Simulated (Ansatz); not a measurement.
# LiAlF4 (built on the sites of a database entry of RbAlF4): from the cell to its phonons, part 2 of 3

Task: relax LiAlF4 (built on the sites of a database entry of RbAlF4), then find its harmonic phonons.

Ansatz 0.2.0; DFT PBEsol, scalar-relativistic, plane waves, PAW.

So far. Step 4 (Relaxing to small forces for the phonons): The largest force component left is 0.24 meV/Å and the pressure is 0.005 GPa, within the tolerances set. The cell now holds 12.85 Å³/atom. The relaxed cell has a = 3.566, c = 6.060 Å (conventional setting).

The structure was built from a prototype and need not be the compound's stable phase.

## Step 5: Zone-centre response

The zone centre comes first: it holds the modes that light can see, as far as symmetry allows. The response to a homogeneous field gives the Born charges and the dielectric tensor, and its change with displacement the Raman tensors.

Contents of input.yaml:

```yaml
crystal:
  lattice:
    - [3.5663032145, 0.0, 0.0]
    - [0.0, 3.5663032145, 0.0]
    - [0.0, 0.0, 6.060049296]
  atoms:
    - { symbol: Li, position: [0.5, 0.5, 0.5] }
    - { symbol: Al, position: [0.0, 0.0, 0.0] }
    - { symbol: F, position: [0.5, 0.0, 0.0] }
    - { symbol: F, position: [0.0, 0.5, 0.0] }
    - { symbol: F, position: [0.0, 0.0, 0.2953455764] }
    - { symbol: F, position: [0.0, 0.0, 0.7046544236] }
kpoints:
  mp_grid: { grid: [6, 6, 4] }
hamiltonian:
  xc: pbesol
scf:
  occupations: { method: fixed }
output:
  eigenvalues: true
phonons:
  method: dfpt
  dielectric: true
  rigid_motions: translations
  raman: true
```

On the command line:

```sh
$ ansatz run input.yaml --threads 8 --pin off --max-ram 14336MiB --backend cpu --events-out ev --progress --plain --runs-dir out
```

Numbers of over 12 decimals in the logs are rounded to 6 here.

The log of the run:

```text
[...]
Crystal: 6 atoms, lattice volume = 77.075 Å³
Basis set: ecut = 420 eV, 1513 PW (Γ), exchange–correlation on 48×48×90 points (8 copies of the dense FFT grid, shifted against one another)
Bands: 23, of which v1, the nominal top of the filled ones, is band 17 counted from 1 (16 counted from 0)
Symmetry: 16 space group operations
k-points: 76 of 144 (irreducible under 1 space group operation, time reversal used)
[...]
SCF iter   1: F=—  HF=-3936.865290 eV  |F-HF|=—  |Δ(HF+E_count)|=         —  Δρ=1.16e-2  dr2=6.15e-2  ethr=1.77e-3  ⟨swp⟩=4.7  Hψ=7497  notcnv=0  defer=265
[...]
SCF iter   8: F=-3936.845759 eV  HF=-3936.845759 eV  |F-HF|=2.91e-11  |Δ(HF+E_count)|=   1.59e-9  Δρ=1.24e-7  dr2=7.57e-12  ethr=1.00e-12  ⟨swp⟩=12.4  Hψ=10691  notcnv=0
SCF 1 converged in 8 iterations: F = -3936.845759 eV  dr2 = 7.57e-12
[...]
DFPT response loops at Γ: preconditioner auto → none (the input reference at scf.mixing.eps_inf says where Resta's filter doesn't serve); β = 0.50; Broyden in place of MSR1
── the response to a field inside a basis, on 6×6×4 k-points: an SCF that follows is theirs, and a resumed run solves both again ──
Bands: 18, of which v1, the nominal top of the filled ones, is band 17 counted from 1 (16 counted from 0)
k-points: 12 of 144
[...]
Eigensolver: Dense (12 Hₖ)
SCF iter   1: F=—  HF=-3936.843119 eV  |F-HF|=—  |Δ(HF+E_count)|=         —  Δρ=6.84e-4  dr2=6.66e-5  ethr=1.00e-1
[...]
SCF iter   7: F=-3936.843108 eV  HF=-3936.843108 eV  |F-HF|=8.19e-12  |Δ(HF+E_count)|=  9.14e-11  Δρ=5.47e-8  dr2=1.51e-12  ethr=1.00e-12
SCF 1 converged in 7 iterations: F = -3936.843108 eV  dr2 = 1.51e-12
[...]
SCF converged after 8 iterations
Free energy (F): -3936.845759 eV
[...]
Internal energy: -3936.845759 eV  (E = F + TS)
E sigma→0 (E₀):  -3936.845759 eV
Fermi energy:    -0.173979 eV
[...]
--- Band table (eV; the first three rows and the last of 76) ---
  k-point 0: bands = [... 13 lower, -0.7716, -0.7288, -0.7288, -0.5571, 5.6073, 8.8973, 10.6247, 13.3265, ... 2 higher]
  k-point 1: bands = [... 13 lower, -0.9628, -0.8806, -0.5351, -0.5351, 5.9392, 8.1440, 11.1628, 13.4689, ... 2 higher]
  k-point 2: bands = [... 13 lower, -1.0498, -1.0498, -0.4465, -0.4465, 6.5164, 7.3128, 11.5124, 13.4554, ... 2 higher]
  k-point 75: bands = [... 13 lower, -0.8823, -0.6321, -0.5027, -0.5027, 9.5210, 9.6805, 9.6805, 10.4026, ... 2 higher]
--- Phonons (Γ-DFPT): 9 representative perturbations + reference, on 76 of 144 k-points (Σ response iterations 32) ---
  k mesh reduced under 1 symmetry operation, with k and −k counted as one. Each operation leaves every solved perturbation unchanged. A smaller set is not considered because the run solves the response to a homogeneous field
  ASR residual: 1.194e-2 → 0.000e0 eV/Å²; symmetrization residual: 5.395e-6 eV/Å²
  ASR residual per site (eV/Å²): 4.47e-5 1.19e-2 6.25e-3 6.25e-3 8.03e-4 8.03e-4
  Γ frequencies (cm⁻¹): -246.99 -246.99 -51.83 0.00 0.00 0.00 162.44 162.44 184.40 184.40 213.16 325.81 325.81 392.81 531.46 614.23 706.41 706.41
  ε∞ (high-frequency dielectric tensor):
        1.902315     0.000000     0.000000
        0.000000     1.902315     0.000000
        0.000000     0.000000     1.847851
  softest optical mode at Γ: -246.99 cm⁻¹; the repairs (sum rule, projections) moved no ω² at Γ by more than (11.14 cm⁻¹)²
  Born effective charges Z* (e; rows j = field, columns β = displacement):
    site 0:
         1.18159    0.00000   -0.00000
         0.00000    1.18159    0.00000
         0.00000    0.00000    1.23511
    site 1:
         2.91421    0.00000   -0.00000
         0.00000    2.91421    0.00000
         0.00000    0.00000    2.57979
    site 2:
        -1.64711    0.00000   -0.00000
         0.00000   -0.68323    0.00000
         0.00000    0.00000   -0.68305
    site 3:
        -0.68323    0.00000   -0.00000
         0.00000   -1.64711    0.00000
         0.00000    0.00000   -0.68305
    site 4:
        -0.88273    0.00000    0.00000
         0.00000   -0.88273    0.00000
         0.00000    0.00000   -1.22440
    site 5:
        -0.88273    0.00000   -0.00000
         0.00000   -0.88273    0.00000
        -0.00000    0.00000   -1.22440
  Z* charge neutrality: 6.238e-5 e pre-enforcement
  k-mesh period / interband length: 21.4 Å / 0.85 Å = 25.06 at k = (0.0000, 0.0000, 0.0000), direct gap 6.164 eV — 14 or more, which is no proof of convergence
  Raman tensors (in the event stream and the table raman_tensors.tsv): an entry may err by 2.7e-3 Å², one of the second-order susceptibility by 1.5e-20 pm/V (basis, points and sum rule); their sum over the sites missed zero by 1.110e-16 Å² ahead of its enforcement
  optical modes at Γ without the LO–TO term, one row a degenerate level:
      ω (cm⁻¹)  modes    IR ((D/Å)²/amu)  static Raman (Å⁴/amu)  depolarisation
       -246.99      2            11.7818                 0.0000               —
        -51.83      1             8.4570                 0.0000               —
        162.44      2             0.0000                 0.5935           0.750
        184.40      2             0.0006                 0.0000               —
        213.16      1             0.0000                 0.0000               —
        325.81      2             8.9098                 0.0000               —
        392.81      1             0.0014                 0.0000               —
        531.46      1             0.0000                 4.8589           0.019
        614.23      1             7.0777                 0.0000               —
        706.41      2            14.6214                 0.0000               —
  optical modes at Γ + LO–TO along q̂ = [1.0000, 0.0000, 0.0000]:
      ω (cm⁻¹)  modes    IR ((D/Å)²/amu)  static Raman (Å⁴/amu)  depolarisation
       -246.99      1             5.8909                 0.0000               —
       -110.44      1             1.6764                 0.0000               —
        -51.83      1             8.4570                 0.0000               —
        162.44      2             0.0000                 0.5935           0.750
        184.40      1             0.0003                 0.0000               —
        184.41      1             0.0002                 0.0000               —
        213.16      1             0.0000                 0.0000               —
        325.81      1             4.4549                 0.0000               —
        392.81      1             0.0014                 0.0000               —
        416.60      1             4.0859                 0.0000               —
        531.46      1             0.0000                 4.8589           0.019
        614.23      1             7.0777                 0.0000               —
        706.41      1             7.3107                 0.0000               —
        799.78      1            11.8943                 0.0000               —
  optical modes at Γ + LO–TO along q̂ = [0.0000, 1.0000, 0.0000]:
      ω (cm⁻¹)  modes    IR ((D/Å)²/amu)  static Raman (Å⁴/amu)  depolarisation
       -246.99      1             5.8909                 0.0000               —
       -110.44      1             1.6764                 0.0000               —
        -51.83      1             8.4570                 0.0000               —
        162.44      2             0.0000                 0.5935           0.750
        184.40      1             0.0003                 0.0000               —
        184.41      1             0.0002                 0.0000               —
        213.16      1             0.0000                 0.0000               —
        325.81      1             4.4549                 0.0000               —
        392.81      1             0.0014                 0.0000               —
        416.60      1             4.0859                 0.0000               —
        531.46      1             0.0000                 4.8589           0.019
        614.23      1             7.0777                 0.0000               —
        706.41      1             7.3107                 0.0000               —
        799.78      1            11.8943                 0.0000               —
  optical modes at Γ + LO–TO along q̂ = [0.0000, 0.0000, 1.0000]:
      ω (cm⁻¹)  modes    IR ((D/Å)²/amu)  static Raman (Å⁴/amu)  depolarisation
       -246.99      2            11.7818                 0.0000               —
        162.44      2             0.0000                 0.5935           0.750
        184.40      2             0.0006                 0.0000               —
        213.16      1             0.0000                 0.0000               —
        299.70      1             4.1508                 0.0000               —
        325.81      2             8.9098                 0.0000               —
        392.85      1             0.0032                 0.0000               —
        531.46      1             0.0000                 4.8589           0.019
        706.41      2            14.6214                 0.0000               —
        719.30      1            11.3821                 0.0000               —
```

It took 64 s on 8 threads of Arm Neoverse V1, shared host; peak memory 1.5 GiB; 7.2 min of CPU time.

Reading the cycles: dr2 is the Hartree energy of the density residual (eV), the measure of convergence; HF is the Harris–Foulkes estimate of the energy, which meets the free energy F at convergence.

Numbers from this step:

* sum-rule residual before enforcement: 0.01194 eV/Å²
* miss of the charge sum rule: 6.24e-5 e
* point group: 4/mmm
* highest optical mode at the zone centre (no LO-TO term): 706.4 cm⁻¹
* lowest optical zone-centre mode: -247.0 cm⁻¹
* mean high-frequency dielectric constant: 1.884
* largest Born charge (third of the trace): 2.803 e
* top of the zone-centre spectrum with the field: 799.8 cm⁻¹

Without the LO-TO term. Patterns of degenerate modes are one choice out of their space. The modes at Γ (shares of kinetic energy by element, %) (negative means imaginary):

```csv
mode,frequency (cm⁻¹),symmetry,Li %,Al %,F %
1,-247.0,Eu,91,0,9
2,-247.0,Eu,91,0,9
3,-51.8,A2u,84,1,15
4,0.0,acoustic,6,25,69
5,0.0,acoustic,6,25,69
6,0.0,acoustic,6,25,69
7,162.4,Eg,0,0,100
8,162.4,Eg,0,0,100
9,184.4,Eu,2,1,97
10,184.4,Eu,2,1,97
11,213.2,B2u,0,0,100
12,325.8,Eu,1,49,51
13,325.8,Eu,1,49,51
14,392.8,A2u,7,12,81
15,531.5,A1g,0,0,100
16,614.2,A2u,3,62,35
17,706.4,Eu,0,26,74
18,706.4,Eu,0,26,74
```

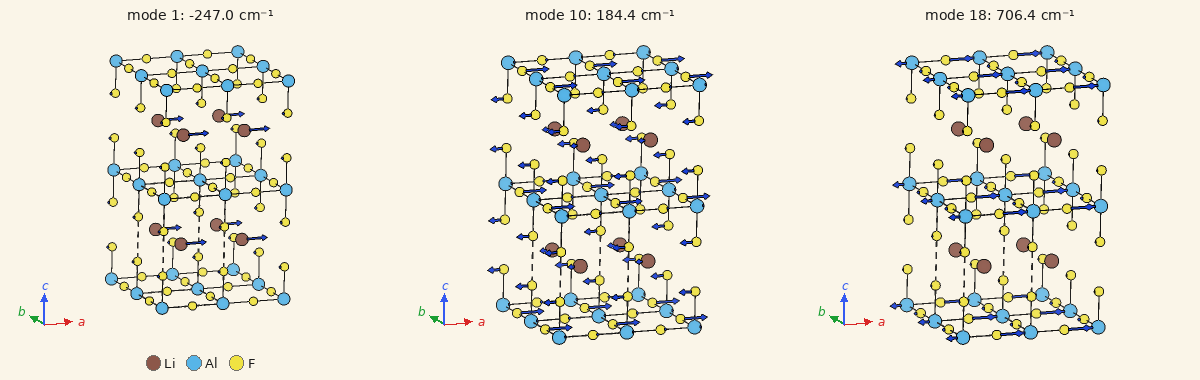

Displacement patterns of modes 1, 10 and 18 at Γ; arrows are exaggerated. 2×2×2 cells are drawn. Some periodic images of atoms are drawn too.

Optical modes at the zone centre, without and with the macroscopic field of the longitudinal modes; each column is sorted by frequency, so a row need not hold one and the same mode. Modes with and without the field, by row:

```csv
rank among optical modes,no field (cm⁻¹),"q along (1, 0, 0) (cm⁻¹)","q along (0, 0, 1) (cm⁻¹)"
1,-247,-247,-247
2,-247,-110.4,-247
3,-51.8,-51.8,162.4
4,162.4,162.4,162.4
5,162.4,162.4,184.4
6,184.4,184.4,184.4
7,184.4,184.4,213.2
8,213.2,213.2,299.7
9,325.8,325.8,325.8
10,325.8,392.8,325.8
11,392.8,416.6,392.9
12,531.5,531.5,531.5
13,614.2,614.2,706.4
14,706.4,706.4,706.4
15,706.4,799.8,719.3
```

Born charge (rows field, columns displacement) (e), principal values of the symmetric part by kind of site:

```csv
atom,atoms with these values,low,middle,high,mean
Li1,1,1.18,1.18,1.24,1.20
Al2,1,2.58,2.91,2.91,2.80
F3,2,-1.65,-0.68,-0.68,-1.00
F5,2,-1.22,-0.88,-0.88,-1.00
```

In full for F5:

```
-0.88  0.00  0.00
 0.00 -0.88  0.00
 0.00  0.00 -1.22
```

High-frequency dielectric tensor:

```
1.90 0.00 0.00
0.00 1.90 0.00
0.00 0.00 1.85
```

Transverse modes; imaginary modes are left out. Lines of the infrared spectrum (strongest = 100):

```csv
position (cm⁻¹),label,relative intensity
162,Eg,0.0
184,Eu,0.0
213,B2u,0.0
326,Eu,61
393,A2u,0.0
532,A1g,0.0
614,A2u,48
706,Eu,100
```

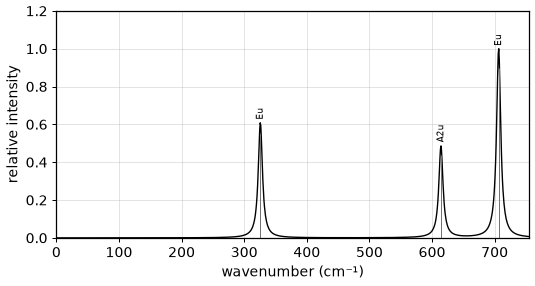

The infrared spectrum, broadened with Lorentzians of width 8 cm⁻¹; bars mark the lines.

Activity x (w_L - w)^4 (n + 1)/w, 532 nm, 300 K; imaginary modes are left out; modes without the macroscopic field alone. Raman lines, with heights relative to the strongest:

```csv
position (cm⁻¹),label,relative intensity
162,Eg,74
184,Eu,0.0
213,B2u,0.0
326,Eu,0.0
393,A2u,0.0
532,A1g,100
614,A2u,0.0
706,Eu,0.0
```

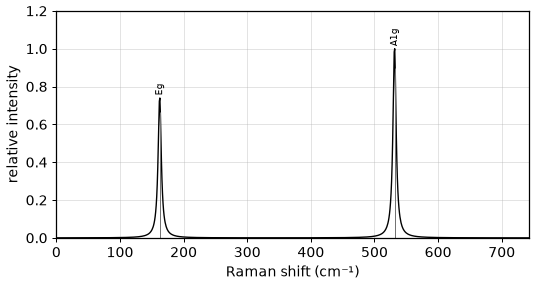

The Raman spectrum, broadened with Lorentzians of width 6 cm⁻¹; bars mark the lines.

Before it was imposed, the acoustic sum rule was missed by 0.012 eV/Å² and the charge sum rule by 6.2e-5 e. Small misses are needed for a sound result but don't prove that mesh and cutoff are converged. The lowest optical mode is imaginary, 247.0i cm⁻¹, so the energy falls along it.

(Continued in part 3 of 3.)

[Logs are printed without paths, hosts, clocks, repeated set-up lines and the standing remarks that a program may print on its own settings, such as how far it seeks lower states.]

[Hosts, paths, dates, database ids (printed as entryN), source tags and the programs' standing remarks are cut or masked in the printed files.]
